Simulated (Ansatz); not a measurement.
| atom | x (Å) | y (Å) | z (Å) |
| --- | --- | --- | --- |
| F | 2.0077 | -0.9828 | 1.8002 |
| Ga | 1.6385 | -0.3739 | 0.2030 |
| Br | -0.3334 | -1.7035 | -0.4930 |
| Ga | -1.6465 | 0.3769 | -0.2072 |
| F | -1.8430 | 0.9656 | -1.8428 |
| Br | 0.2935 | 1.6607 | 0.6434 |
| H | 2.6608 | -0.1798 | -0.9350 |
| H | -2.7776 | 0.2368 | 0.8315 |

Geometry: PBE0-D4/def2-TZVP.

The calculation used RKS PBE0-D4/def2-TZVPP in Ansatz.

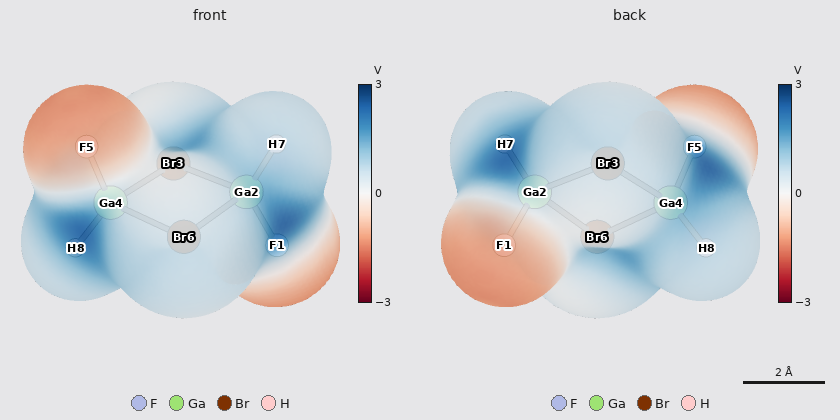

Br2F2Ga2H2 (SMILES [F][GaH-]1[Br+][GaH-]([F])[Br+]1). The molecular electrostatic potential painted on the density surface at 0.002 e/bohr³, seen from the front and from behind; red is negative and blue positive.

Which sites attract a positive test charge, and which a negative one?

Answer. A positive charge is drawn to the negative regions and a negative charge to the positive ones. The most negative region (about −1.3 V) lies over F1 and F5, the most positive (about +2.3 V) over Ga2 and Ga4.
